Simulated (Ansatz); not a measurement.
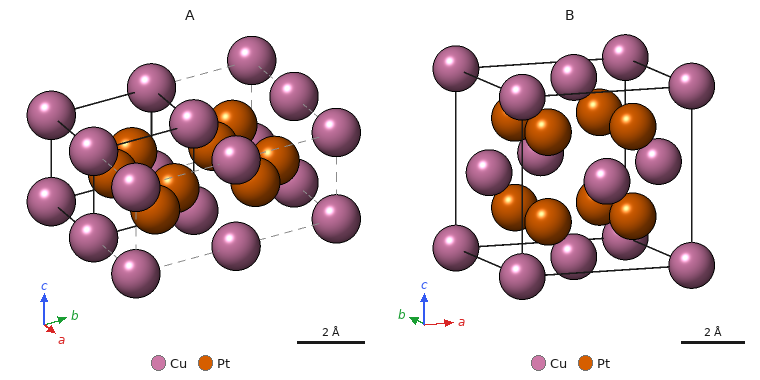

Two structures of CuPt2, each relaxed to rest (conventional cells in solid outline, small ones repeated, not to one scale). Method: DFT PBE, scalar-relativistic, plane waves, PAW in Ansatz, without spin polarisation.

Question: What are A and B?

Answer: A: AlB₂ type, P6/mmm. B: fluorite (CaF₂ type), Fm-3m.

Question: Which structure is more stable?

Answer: A is lower, by 197 meV/atom at this level of theory (energies at zero smearing). Volumes: A 15.2, B 16.2 Å³/atom.

One or both may be structure types tried for this composition rather than known phases.
